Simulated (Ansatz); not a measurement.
# Geometry relaxation, with input and output: ZrH5O4F (part 1 of 2)

ZrH5O4F, computed with RKS PBE-D4/def2-SVP (Ansatz 0.2.0).

The run did not end well. The input holds or restrains some coordinates. It belongs to a series of runs on one base structure; here: pulled along the bonds that form and break, towards end B.

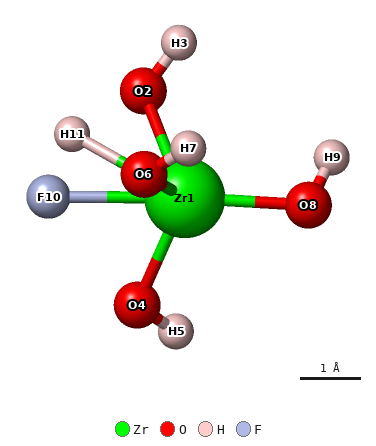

Fig. 1: The starting structure (ball-and-stick view, seen at a tilt; atoms are numbered from 1 in the order of the input). Sticks mark near contacts. Bond lengths as drawn: F–Zr 2.28 Å, H–O 1.01 Å, H–Zr 2.35 Å and O–Zr 2.07 to 2.42 Å.

Outcome:

- outcome: not converged
- hardware: 4 threads of Arm Neoverse V1, 24 GiB of memory available, shared host
- wall time: 41 s (CPU time 2.6 min)
- peak memory: 0.18 GiB

The run did not converge: “geometry relaxation did not converge after 25 steps: max|allowed force component| = 4.57e-1 eV/Å without the restraints, 1.72e-1 eV/Å with the forces of `relax.restrain` added, the figure compared with `relax.f_tol` (threshold 1.5e-1). Raise `relax.max_steps` over both its present limit and 25, loosen `relax.f_tol`, or start from a geometry closer to equilibrium …” Its last values are not results.

Input file:
```yaml
crystal:
  periodic: [false, false, false]
  atoms:
    - { symbol: Zr, position_ang: [0.0, 0.0, 0.0] }
    - { symbol: O, position_ang: [0.0, 0.0, 2.42] }
    - { symbol: H, position_ang: [-0.9095, -0.2814, 2.7571] }
    - { symbol: O, position_ang: [1.952, 0.0, -0.6893] }
    - { symbol: H, position_ang: [2.2684, -0.9521, -0.806] }
    - { symbol: O, position_ang: [-0.975, 1.6891, -0.6893] }
    - { symbol: H, position_ang: [-1.9328, 1.4584, -0.9117] }
    - { symbol: O, position_ang: [-0.975, -1.6891, -0.6893] }
    - { symbol: H, position_ang: [-1.4296, -2.1548, 0.0831] }
    - { symbol: F, position_ang: [1.1957, 1.8033, 0.7189] }
    - { symbol: H, position_ang: [0.7737, 1.1668, 1.8915] }
basis:
  gaussian: { orbitals: def2-SVP }
hamiltonian:
  xc: pbe
  dispersion: d4
relax:
  f_tol: 0.15
  max_steps: 25
  restrain:
    - { distance: [0, 9], at: 1.98, k: 30.0 }
    - { distance: [10, 1], at: 1.01, k: 30.0 }
    - { distance: [0, 1], at: 3.27, k: 30.0 }
    - { distance: [10, 9], at: 2.12, k: 30.0 }
```

Launched with:
```bash
ansatz run input.yaml --threads 4 --pin off --max-ram 5120MiB --backend cpu --events-out ev --progress --plain --runs-dir out
```

The program's output:
```
The last accepted step is kept in [file] (removed where the run ends without a failure and the disk answers)
Engine: ansatz 0.2.0, aarch64-unknown-linux-gnu
Functional definition: PBE
  parameter kappa = 0.804
  parameter beta = 0.06672455060314922
  exchange = pbe_x(kappa = kappa, mu = beta*pi^2/3)
  correlation = pbe_c(beta = beta)
1288 factors; their error is unknown
mean field evaluation 1: about -12227.0250 eV, gradient 1.2e2 eV
mean field evaluation 2: about -11815.6155 eV, gradient 3.8e2 eV
mean field evaluation 4: about -12246.3433 eV, gradient 5.4e1 eV
mean field evaluation 8: about -12252.0786 eV, gradient 1.1e0 eV
mean field evaluation 16: about -12252.0450 eV, gradient 5.0e-3 eV
mean field -12252.04495855 eV, -450.2543474922 hartree, gradient 3.3e-5 eV, S^2 0.000000; 0 other end points of the search recorded, 0 dependent functions left out
the calculation of the forces begins
reference -12252.04504896 eV, -450.2543508149 hartree; 29, 29 occupied and 97, 97 virtual orbitals, 1288 factors
relax step   1: F+E_penalty+E_count = -12252.25166536 eV  Δ(F+E_penalty+E_count) = +0.000e0 eV  max|allowed force component| = 3.490e0 eV/Å  E_restraint = 23.52677792 eV  max|allowed force component, restraints' pulls added| = 2.315e1 eV/Å  Δτ_max = 0.0000 Å  (34 SCF iters, accepted)
  distance Zr 0 - F 9 = 2.2800 Å
  distance H 10 - O 1 = 1.4964 Å
  distance Zr 0 - O 1 = 2.4200 Å
  distance H 10 - F 9 = 1.3994 Å
these checks for a lower state are left out or cut short: starts, cluster_reference, orbital_swaps, neighbouring_geometries, increment
1288 factors; their error is unknown
mean field -12251.93746300 eV, -450.2503971039 hartree, gradient 1.7e-5 eV, S^2 0.000000; 0 other end points of the search recorded, 0 dependent functions left out
[... from here on the field's lines of each further geometry are left out, up to the last ...]
relax step   2: F+E_penalty+E_count = -12252.14079156 eV  Δ(F+E_penalty+E_count) = +1.109e-1 eV  max|allowed force component| = 2.607e0 eV/Å  E_restraint = 9.55825956 eV  max|allowed force component, restraints' pulls added| = 1.570e1 eV/Å  Δτ_max = 0.1980 Å  (36 SCF iters, accepted)
relax step   3: F+E_penalty+E_count = -12252.51787196 eV  Δ(F+E_penalty+E_count) = -3.771e-1 eV  max|allowed force component| = 2.413e0 eV/Å  E_restraint = 2.74853593 eV  max|allowed force component, restraints' pulls added| = 7.574e0 eV/Å  Δτ_max = 0.1948 Å  (35 SCF iters, accepted)
relax step   4: F+E_penalty+E_count = -12253.26476150 eV  Δ(F+E_penalty+E_count) = -7.469e-1 eV  max|allowed force component| = 1.557e0 eV/Å  E_restraint = 0.21944770 eV  max|allowed force component, restraints' pulls added| = 3.591e0 eV/Å  Δτ_max = 0.1944 Å  (36 SCF iters, accepted)
relax step   5: F+E_penalty+E_count = -12254.24533039 eV  Δ(F+E_penalty+E_count) = -9.806e-1 eV  max|allowed force component| = 1.185e0 eV/Å  E_restraint = 0.01006165 eV  max|allowed force component, restraints' pulls added| = 1.066e0 eV/Å  Δτ_max = 0.1943 Å  (35 SCF iters, accepted)
relax step   6: F+E_penalty+E_count = -12254.79659977 eV  Δ(F+E_penalty+E_count) = -5.513e-1 eV  max|allowed force component| = 1.468e0 eV/Å  E_restraint = 0.00384264 eV  max|allowed force component, restraints' pulls added| = 1.517e0 eV/Å  Δτ_max = 0.1950 Å  (34 SCF iters, accepted)
relax step   7: F+E_penalty+E_count = -12255.12257891 eV  Δ(F+E_penalty+E_count) = -3.260e-1 eV  max|allowed force component| = 1.096e0 eV/Å  E_restraint = 0.00495997 eV  max|allowed force component, restraints' pulls added| = 8.322e-1 eV/Å  Δτ_max = 0.1948 Å  (34 SCF iters, accepted)
relax step   8: F+E_penalty+E_count = -12255.29452421 eV  Δ(F+E_penalty+E_count) = -1.719e-1 eV  max|allowed force component| = 1.138e0 eV/Å  E_restraint = 0.00355035 eV  max|allowed force component, restraints' pulls added| = 8.463e-1 eV/Å  Δτ_max = 0.1950 Å  (35 SCF iters, accepted)
relax step   9: F+E_penalty+E_count = -12255.38600269 eV  Δ(F+E_penalty+E_count) = -9.148e-2 eV  max|allowed force component| = 5.773e-1 eV/Å  E_restraint = 0.00576308 eV  max|allowed force component, restraints' pulls added| = 5.773e-1 eV/Å  Δτ_max = 0.2000 Å  (34 SCF iters, accepted)
relax step  10: F+E_penalty+E_count = -12255.42696835 eV  Δ(F+E_penalty+E_count) = -4.097e-2 eV  max|allowed force component| = 5.471e-1 eV/Å  E_restraint = 0.00775931 eV  max|allowed force component, restraints' pulls added| = 4.576e-1 eV/Å  Δτ_max = 0.2000 Å  (33 SCF iters, accepted)
relax step  11: F+E_penalty+E_count = -12255.46965227 eV  Δ(F+E_penalty+E_count) = -4.268e-2 eV  max|allowed force component| = 4.501e-1 eV/Å  E_restraint = 0.00671197 eV  max|allowed force component, restraints' pulls added| = 2.353e-1 eV/Å  Δτ_max = 0.1998 Å  (34 SCF iters, accepted)
relax step  12: F+E_penalty+E_count = -12255.49394552 eV  Δ(F+E_penalty+E_count) = -2.429e-2 eV  max|allowed force component| = 5.088e-1 eV/Å  E_restraint = 0.00629907 eV  max|allowed force component, restraints' pulls added| = 1.221e-1 eV/Å  Δτ_max = 0.1999 Å  (34 SCF iters, accepted)
relax step  13: F+E_penalty+E_count = -12255.46635105 eV  Δ(F+E_penalty+E_count) = +2.759e-2 eV  max|allowed force component| = 1.185e0 eV/Å  E_restraint = 0.00539244 eV  max|allowed force component, restraints' pulls added| = 1.185e0 eV/Å  Δτ_max = 0.1951 Å  (28 SCF iters, rejected (line search))
relax step  14: F+E_penalty+E_count = -12255.50234753 eV  Δ(F+E_penalty+E_count) = -8.402e-3 eV  max|allowed force component| = 4.803e-1 eV/Å  E_restraint = 0.00652235 eV  max|allowed force component, restraints' pulls added| = 2.005e-1 eV/Å  Δτ_max = 0.0949 Å  (30 SCF iters, accepted)
relax step  15: F+E_penalty+E_count = -12255.51271186 eV  Δ(F+E_penalty+E_count) = -1.036e-2 eV  max|allowed force component| = 4.200e-1 eV/Å  E_restraint = 0.00644505 eV  max|allowed force component, restraints' pulls added| = 1.594e-1 eV/Å  Δτ_max = 0.0975 Å  (29 SCF iters, accepted)
relax step  16: F+E_penalty+E_count = -12255.52559865 eV  Δ(F+E_penalty+E_count) = -1.289e-2 eV  max|allowed force component| = 4.905e-1 eV/Å  E_restraint = 0.00591720 eV  max|allowed force component, restraints' pulls added| = 4.905e-1 eV/Å  Δτ_max = 0.1475 Å  (30 SCF iters, accepted)
relax step  17: F+E_penalty+E_count = -12255.54297149 eV  Δ(F+E_penalty+E_count) = -1.737e-2 eV  max|allowed force component| = 8.066e-1 eV/Å  E_restraint = 0.00543972 eV  max|allowed force component, restraints' pulls added| = 8.066e-1 eV/Å  Δτ_max = 0.1968 Å  (30 SCF iters, accepted)
relax step  18: F+E_penalty+E_count = -12255.56653459 eV  Δ(F+E_penalty+E_count) = -2.356e-2 eV  max|allowed force component| = 1.007e0 eV/Å  E_restraint = 0.00634566 eV  max|allowed force component, restraints' pulls added| = 1.007e0 eV/Å  Δτ_max = 0.1693 Å  (31 SCF iters, accepted)
relax step  19: F+E_penalty+E_count = -12255.59167595 eV  Δ(F+E_penalty+E_count) = -2.514e-2 eV  max|allowed force component| = 5.495e-1 eV/Å  E_restraint = 0.00590060 eV  max|allowed force component, restraints' pulls added| = 4.781e-1 eV/Å  Δτ_max = 0.1336 Å  (31 SCF iters, accepted)
relax step  20: F+E_penalty+E_count = -12255.61446608 eV  Δ(F+E_penalty+E_count) = -2.279e-2 eV  max|allowed force component| = 8.189e-1 eV/Å  E_restraint = 0.00943107 eV  max|allowed force component, restraints' pulls added| = 6.499e-1 eV/Å  Δτ_max = 0.1948 Å  (34 SCF iters, accepted)
relax step  21: F+E_penalty+E_count = -12255.64383466 eV  Δ(F+E_penalty+E_count) = -2.937e-2 eV  max|allowed force component| = 5.127e-1 eV/Å  E_restraint = 0.00621321 eV  max|allowed force component, restraints' pulls added| = 1.971e-1 eV/Å  Δτ_max = 0.1449 Å  (31 SCF iters, accepted)
relax step  22: F+E_penalty+E_count = -12255.67022647 eV  Δ(F+E_penalty+E_count) = -2.639e-2 eV  max|allowed force component| = 4.524e-1 eV/Å  E_restraint = 0.00572957 eV  max|allowed force component, restraints' pulls added| = 7.473e-2 eV/Å  Δτ_max = 0.1998 Å  (29 SCF iters, accepted)
relax step  23: F+E_penalty+E_count = -12255.67000719 eV  Δ(F+E_penalty+E_count) = +2.193e-4 eV  max|allowed force component| = 7.204e-1 eV/Å  E_restraint = 0.00631010 eV  max|allowed force component, restraints' pulls added| = 5.171e-1 eV/Å  Δτ_max = 0.1949 Å  (31 SCF iters, rejected (line search))
the calculation of the forces begins
reference -12255.47421966 eV, -450.3803705138 hartree; 29, 29 occupied and 97, 97 virtual orbitals, 1288 factors
relax step  24: F+E_penalty+E_count = -12255.67840236 eV  Δ(F+E_penalty+E_count) = -8.176e-3 eV  max|allowed force component| = 4.295e-1 eV/Å  E_restraint = 0.00806238 eV  max|allowed force component, restraints' pulls added| = 1.667e-1 eV/Å  Δτ_max = 0.0950 Å  (30 SCF iters, accepted)
  distance Zr 0 - F 9 = 1.9720 Å
  distance H 10 - O 1 = 0.9928 Å
  distance Zr 0 - O 1 = 3.2617 Å
  distance H 10 - F 9 = 2.1096 Å
these checks for a lower state are left out or cut short: starts, cluster_reference, orbital_swaps, neighbouring_geometries, increment
1288 factors; their error is unknown
mean field -12255.47626318 eV, -450.3804456117 hartree, gradient 1.4e-5 eV, S^2 0.000000; 0 other end points of the search recorded, 0 dependent functions left out
the calculation of the forces begins
reference -12255.47634857 eV, -450.3804487498 hartree; 29, 29 occupied and 97, 97 virtual orbitals, 1288 factors
relax step  25: F+E_penalty+E_count = -12255.68077166 eV  Δ(F+E_penalty+E_count) = -2.369e-3 eV  max|allowed force component| = 4.572e-1 eV/Å  E_restraint = 0.00591159 eV  max|allowed force component, restraints' pulls added| = 1.724e-1 eV/Å  Δτ_max = 0.0975 Å  (31 SCF iters, accepted)
```

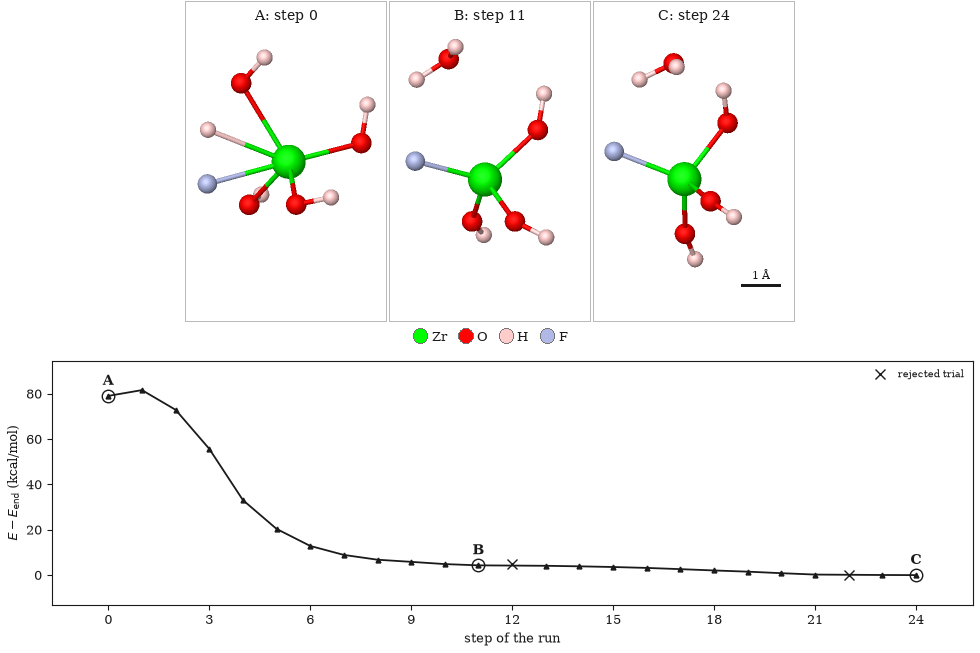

Fig. 2: Frames of the restrained relaxation (ball-and-stick view, seen at a tilt) above the curves, on which the letters mark them (the first geometry is step 0 here and step 1 in the log).

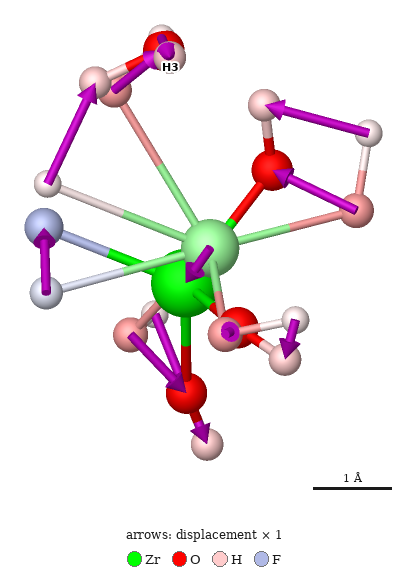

Fig. 3: Start (faint) and end (solid) with the displacements as pink arrows, at true length (ball-and-stick view, seen at a tilt). The two geometries are laid on each other by the best rigid fit. The relaxation stopped without meeting its thresholds, so the last structure isn't shown to be converged. H5 moves most after the best rigid fit: 1.80 Å. Largest moves by element: H 1.80 Å, O 1.23 Å, F 1.08 Å, Zr 0.63 Å. Among the contacts that change: Zr1–O2 2.420 → 3.265 Å, Zr1–H11 2.353 → 3.024 Å, O2–H11 1.496 → 0.992 Å, Zr1–F10 2.280 → 1.973 Å. New bonds form: O2–H11 (1.50 → 0.99 Å). Bonds break: Zr1–H11 (2.35 → 3.02 Å), Zr1–O2 (2.42 → 3.27 Å). Among the angles that change: O8–Zr1–F10 176.5° → 107.9°, Zr1–O4–H5 109.5° → 164.4°, Zr1–O6–H7 109.5° → 158.0°. Over 24 geometry steps the energy falls by 79.1 kcal/mol. Largest force component: 3.5 eV/Å at the start, 0.46 eV/Å at the end. The line search rejected the trial steps at points 12, 22 (counted from 0) and went back. (Atoms are counted from 1 in the order of the input.)

```
  distance Zr 0 - F 9 = 1.9731 Å
  distance H 10 - O 1 = 0.9925 Å
  distance Zr 0 - O 1 = 3.2655 Å
  distance H 10 - F 9 = 2.1243 Å
Unfinished report: {"positions_ang":[[0.5240974008138001,0.14639601289286985,-0.28942663593799645],[-0.850969772162186,-0.12407620723431041,2.6600587446565944],[-1.549131168522992,0.5610783271817066,2.7176832028272315],[1.7433215373855246,-0.16708010073816598,-1.7555283464497493],[2.161939132713706,-0.48512026534098357,-2.566794445072466],[-0.9959826423515785,1.24848276621891,-0.789008660761426],[-1.7558098429631774,1.548041770416276,-1.3097505742657487],[-0.11512046728068975,-1.5937329223299193,0.3246747630603243],[-0.5914187710747472,-1.541709855255734,1.1881208524460771],[1.4111982657306212,1.0384740336720666,1.2305045136596842],[-0.014223672288281086,0.40944644051728435,2.6744665858374757]],"unchecked":["starts","cluster_reference","orbital_swaps","neighbouring_geometries","increment"],"mean_field":{"relativity":"none","state":{"energy":{"ev":-12255.47634857258,"hartree":-450.3804487498136},"converged":true,"gradient_ev":0.000014028595880637954,"stability":{"kind":"minimum","curvature_ev":77.63224548033936},"curvature_floor_ev":0.00030000000000000003,"spin_squared":1.0658141036401503e-14},"others":[],"fillings":{"estimated":0,"unestimated":0,"tried":0,"untried":0,"excluded_magnetic_sites":0},"n_dropped_functions":0,"n_trapped_functions":0,"passes":{"evaluations":4,"products":27},"factors":{"origin":"density fitting in generated functions","count":1288,"bound_ev":null},"gradient_stop_ev":0.00009,"reference_kind":"stationary","functional":{"name":"PBE","citations":["Perdew, Burke & Ernzerhof, Phys. Rev. Lett. 77, 3865 (1996) doi:10.1103/PhysRevLett.77.3865"],"text":"name \"PBE\"\ncite \"Perdew, Burke & Ernzerhof, Phys. Rev. Lett. 77, 3865 (1996) doi:10.1103/PhysRevLett.77.3865\"\nparent pbe\nparameter kappa = 0.804\nparameter beta = 0.06672455060314922\nexchange = pbe_x(kappa = kappa, mu = beta*pi^2/3)\ncorrelation = pbe_c(beta = beta)\n","parameters":{"beta":{"value":0.06672455060314922,"default":0.06672455060314922},"kappa":{"value":0.804,"default":0.804}},"final_grid":{"core_spheres":13.0,"valence_spheres":11.0,"degree":36.0},"final_grid_parameter_source":"default","radial_points_factor":1.0,"radial_grid_error_ev":3.125828648923977e-7,"grid_sensitivity":"normal","grid_sensitivity_ratio":0.001870803151768979},"unsmoothed_excess_ev":-0.00008539207490024815,"symmetry":{"irreps":["A"],"axes":[[0.9986338694636457,0.04491143464700434,-0.02670875882578608],[-0.04606892797918104,0.9979497696662066,-0.04442871929297815],[0.02465864219528679,0.045598467749619356,0.9986554616603124]],"occupied":[{"A":29},{"A":29}]},"density_repulsion":{"missed_ev":0.00008428214506682752,"excess_ev":0.00008428214404409007,"most_excess_ev":0.000754,"are_drawn_again":false,"n_first_factors":1288,"energy_change_ev":0.0,"n_dropped_ends":0},"direct_passes":"host"},"factors":{"origin":"density fitting in generated functions","count":1288,"bound_ev":null},"n_frozen":0,"n_occupied":[29,29],"n_virtual":[97,97],"reference":{"ev":-12255.47634857258,"hartree":-450.3804487498136},"dispersion":{"energy":{"ev":-0.204508483380676,"hartree":-0.007515548143411047},"switches_in_reach":[]},"total":{"ev":-12255.68085705596,"hartree":-450.387964297957},"forces_ev_per_angstrom":[[0.027059334071790245,0.06903118703500209,0.32334060713126983],[0.34668079595422974,0.4572238923211181,-0.0998606274706731],[0.15475885685599985,-0.17025096156616723,-0.03517165097531667],[-0.02494408481672907,-0.031166841703231616,-0.02293972906285234],[-0.0025966846181263324,0.03645012349632696,0.04041536755928664],[-0.05296202606754834,0.0014819618321998164,-0.07103188776897265],[0.08617023691408833,-0.02025344174878266,0.07497280715165423],[-0.03047044640462363,0.038344562295514126,0.09855452402228457],[0.04800138537206311,0.01438430991001464,-0.11554939214326437],[-0.18010883402354666,-0.14468612940329484,-0.14670270025751872],[-0.371588533231335,-0.25055866247339215,-0.04602731817807155]],"charge_distribution":{"dipole_moment_e_ang":[-0.3512819387147191,0.3233004342428446,-0.27578125938185183],"mulliken_charges_e":[0.8549928634326278,-0.2760263218826502,0.17976940436158506,-0.3863413430760634,0.19195803976603165,-0.4028418012330306,0.19184700666327892,-0.3884248849005125,0.21243291943612186,-0.36224487598113875,0.18487899341372638],"lowdin_charges_e":[-0.41481116705717014,0.1562654703949704,0.005989765234940103,0.10979169845088066,0.009219475000859179,0.0914701542210743,0.007407809941541443,0.10118552131970127,-0.022654004578626985,-0.034480368027010044,-0.009384354901167846]},"n_threads":4,"memory_gib":4.261363637633622,"seconds":{"hamiltonian":1.6197670990000002,"orbitals":0.0,"second_order":0.0,"solver_start":0.0,"cycles":0.0,"cycle":0.0,"perturbative":0.0,"full_ci_increment":0.0,"forces":0.0}}
this run last wrote the structure of step 25 to [file]
```
